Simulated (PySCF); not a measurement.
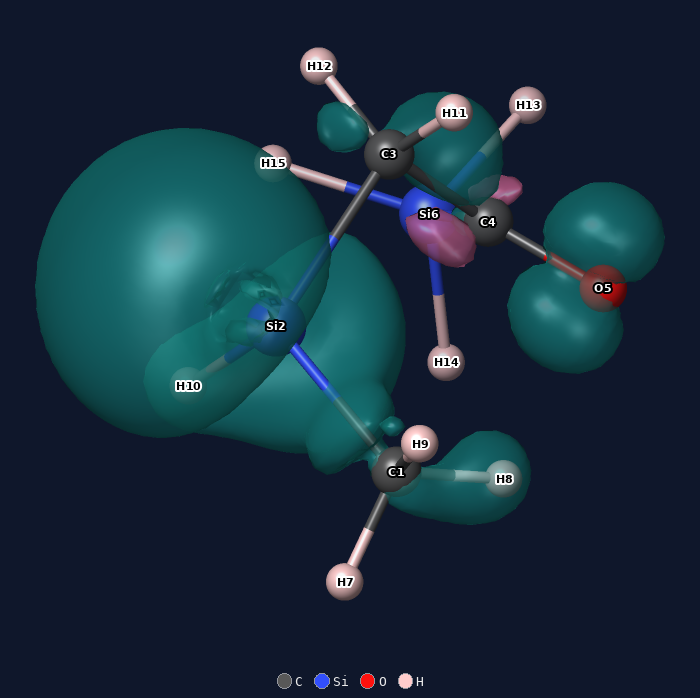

Figure 1: C$_{3}$H$_{9}$OSi$_{2}$ (SMILES C[SiH]CC(=O)[SiH3]) (doublet). Isosurfaces of the spin density (α minus β) at +0.015 (teal) and −0.015 e/Å³ (pink), seen at an oblique angle.

Geometry: GFN2-xTB.

Computed with UKS B3LYP, pcH-1 on C H O Si, non-relativistic, mean-field spin-orbit, GIAO in PySCF.

```xyz
15

C    -2.4092    0.1607   -0.9464
Si   -1.3382    0.1958    0.6141
C     0.0733   -1.0925    0.5482
C     0.8964   -0.5398   -0.5612
O     0.6197   -0.7546   -1.7357
Si    2.3663    0.6192   -0.1585
H    -2.9636    1.0862   -1.0765
H    -1.7596    0.0275   -1.8116
H    -3.1244   -0.6581   -0.9447
H    -0.8228    1.5277    0.9484
H    -0.3293   -2.0713    0.2909
H     0.6276   -1.1460    1.4805
H     3.5903   -0.1366   -0.4189
H     2.2891    1.8003   -1.0142
H     2.2801    0.9896    1.2579
```

> Which atoms carry the spin?

The unpaired spin (1 electron) lies mostly on Si2 (about 0.7), in electrons by Hirshfeld's partition.
